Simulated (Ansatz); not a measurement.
# NH4+ (singlet): inputs that go wrong at distance N1–H4 = 1.024 Å

3 inputs are run for NH4+ (singlet) as typed; the log has to tell whether the result can be used and what must change.

Method: the settings change from run to run; program: Ansatz 0.2.0, Gaussian basis.

18 further runs of the same task are left out: 15 that didn't finish, 3 set aside as unsound or not needed.

### 1 The geometry

The geometry derives from a PBE0/def2-TZVP stationary point (not a proven minimum). One bond is set to the value named and the two fragments are kept rigid.

5 atoms, charge 1, spin multiplicity 1.

Atoms are counted from 1 here; the program's logs count them from 0.

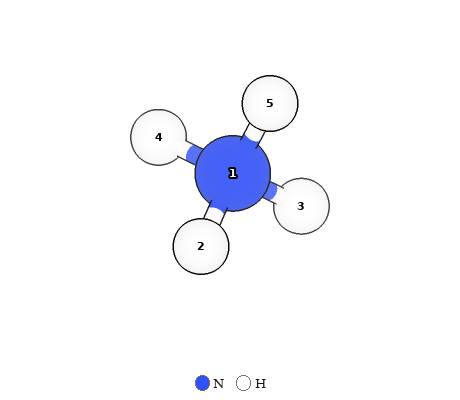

The structure; nitrogen blue, hydrogen white; atoms are numbered from 1 in the order of the file.

### 2 Input 1

The input, in.yaml:

```yaml
crystal:
  periodic: [false, false, false]
  atoms:
    - {symbol: N, position_ang: [0.000000, 0.000000, 0.000000]}
    - {symbol: H, position_ang: [0.590343, 0.592302, 0.590214]}
    - {symbol: H, position_ang: [-0.592921, -0.588246, 0.591684]}
    - {symbol: H, position_ang: [-0.588983, 0.589598, -0.594267]}
    - {symbol: H, position_ang: [0.591561, -0.593654, -0.587631]}
basis:
  gaussian: {orbitals: STO-3G}
total_charge: 1
correlation: {method: fic_mrcisd_q, electrons: outside_noble_gas, active_space: {window: {electrons: 2, orbitals: 2}, places: [1, 2]}}
```

Launch:

```bash
$ ansatz run in.yaml --threads 1 --pin off --events-out ev --progress --plain --max-ram 2393MiB
```

The program printed:

```text
Error: invalid value for `correlation.active_space`: name one of window, places and ras
```

Run time: 0.03 s. Hardware: 1 thread of Arm Neoverse V2, shared host.

Diagnosis: The run was refused. The active space is defined twice. Cure: keep one definition.

### 3 Input 2

The input, in.yaml:

```yaml
crystal:
  periodic: [false, false, false]
  atoms:
    - {symbol: N, position_ang: [0.590343, 0.892302, 0.640214]}
    - {symbol: H, position_ang: [0.590343, 0.592302, 0.590214]}
    - {symbol: H, position_ang: [-0.592921, -0.588246, 0.591684]}
    - {symbol: H, position_ang: [-0.588983, 0.589598, -0.594267]}
    - {symbol: H, position_ang: [0.591561, -0.593654, -0.587631]}
basis:
  gaussian: {orbitals: 6-31G}
total_charge: 1
correlation: {method: sc_nevpt2, electrons: all, active_space: {window: {electrons: 4, orbitals: 4}}}
```

Same command.

The program printed, shortened:

```text
Functional definition: HF
  name "HF"
  cite "Fock, Z. Phys. 61, 126 (1930) doi:10.1007/BF01340294"
  parent pbe
[...]
260 factors; integrals over basis functions are off by at most 2.2e-4 eV
[...]
a density is far from that of the atoms, so the factors are made again for it
278 factors; integrals over basis functions are off by at most 1.3e-4 eV
[...]
mean field -1422.08633909 eV, -52.2607090369 hartree, gradient 2.5e-6 eV, S^2 0.000000; 8 other end points of the search recorded, 0 dependent functions left out; unrestricted orbitals would lower it
reference -1422.08633909 eV, -52.2607090369 hartree; 5, 5 occupied and 12, 12 virtual orbitals, 278 factors
state -1424.79616216 eV, -52.3602931978 hartree
state -1424.79616216 eV, -52.3602931978 hartree; corrected -1426.34592467 eV, -52.4172459195 hartree
Total energy: -1426.34592467 eV, -52.4172459195 hartree
```

Wall time 0.24 s (1 thread of Arm Neoverse V2, shared host).

Diagnosis: The run converged, which proves nothing about the input. One atom lies on top of another. The shortest distance is 0.30 Å, against 1.02 Å in the geometry of step 1. Its energy belongs to another geometry. To mend it, restore its position.

### 4 Input 3

The input, in.yaml:

```yaml
crystal:
  periodic: [false, false, false]
  atoms:
    - {symbol: N, position_ang: [0.000000, 0.000000, 0.000000]}
    - {symbol: H, position_ang: [0.590343, 0.592302, 0.590214]}
    - {symbol: H, position_ang: [-0.592921, -0.588246, 0.591684]}
    - {symbol: H, position_ang: [-0.588983, 0.589598, -0.594267]}
    - {symbol: H, position_ang: [0.591561, -0.593654, -0.587631]}
basis:
  gaussian: {orbitals: "6-31++G**"}
total_charge: 1
magnetization: {spin_polarized: false}
hamiltonian: {pseudopotentials: {relativity: none}}
correlation: {method: bccd_t, electrons: outside_noble_gas}
scf: {max_iter: 3}
```

Launched as before.

The program printed:

```text
Error: invalid value for `basis.gaussian`: such a run doesn't read scf.max_iter; remove what it names
```

Run time: 0.03 s. Hardware: 1 thread of Arm Neoverse V2, shared host.

Diagnosis: The run was refused. The input holds a key that the program doesn't read here. Cure: remove it or spell it as the reference does.

### 5 Summary

| input | level | ended | cause | time |
| --- | --- | --- | --- | --- |
| 1 | MRCISD+Q(2,2)/STO-3G | refused | the active space is defined twice | 0.03 s |
| 2 | NEVPT2(4,4)/6-31G | converged | one atom lies on top of another | 0.24 s |
| 3 | BCCD(T) on RHF/6-31++G** | refused | the input holds a key that the program doesn't read here | 0.03 s |

2 refused, 1 converged. The input that converges on a wrong geometry or spin is the dangerous one: no error points at it, so geometry and ⟨S²⟩ have to be checked.
